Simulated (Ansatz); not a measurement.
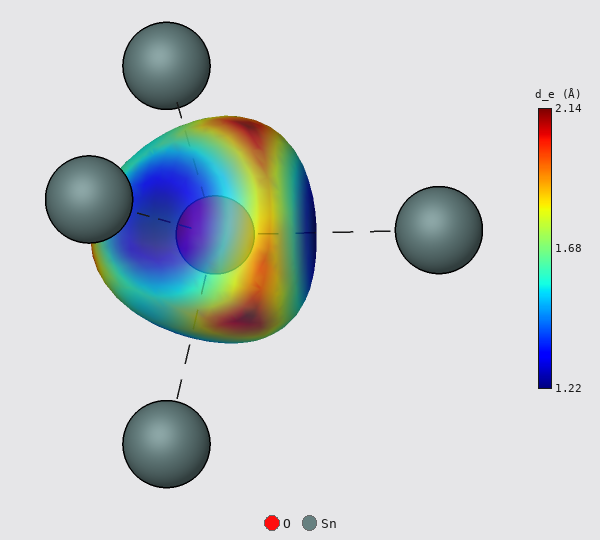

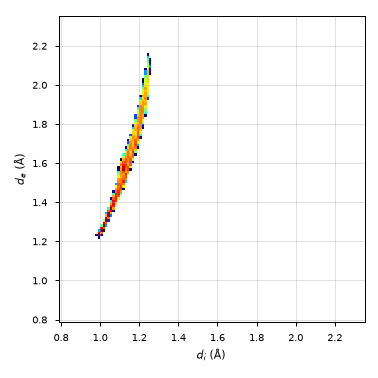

Hirshfeld surface computed for one O atom in SnO (P4/nmm), coloured by d_e. Dashed lines lead to the closest neighbours outside. The second picture is its fingerprint plot, coloured by area on a logarithmic scale (blue little, red much).

The surface is where the fragment's share of the procrystal density (the sum of the densities of spherically averaged neutral Hartree-Fock atoms) equals one half. d_i and d_e are the distances from the surface to the nearest nucleus inside and outside. From Rb on the atoms have core potentials, so only their outer electrons count.

Source of the atomic positions: the end point of a relaxation with Ansatz 0.2.0, DFT, r2SCAN+rVV10, plane waves, PAW.

```
Sn O
1.0
     3.79259    0.00000    0.00000
     0.00000    3.79259    0.00000
     0.00000    0.00000    4.75839
Sn O
2 2
Direct
  0.00000 0.50000 0.24103
  0.50000 0.00000 0.75897
  0.50000 0.50000 0.00000
  0.00000 0.00000 0.00000
```

**What is the shortest distance from the fragment to an atom outside it?**

O–Sn, 2.22 Å.

**How is the surface shared among contacts (nearest atom inside ··· nearest atom outside)?**

O···Sn 88 %, O···O 12 %. The surface faces 8 neighbours with more than 2 % of its area each: 4 O + 4 Sn.

**Give the size and shape of the surface.**

It encloses about 6.0 Å³, has an area of about 16 Å² and a globularity of 0.98 (1 for a sphere).

**Where does the fingerprint reach closest to the origin?**

The smallest d_i + d_e is about 2.2 Å, which belongs to the shortest contact, O···Sn at 2.22 Å; d_e runs from 1.22 to 2.14 Å.
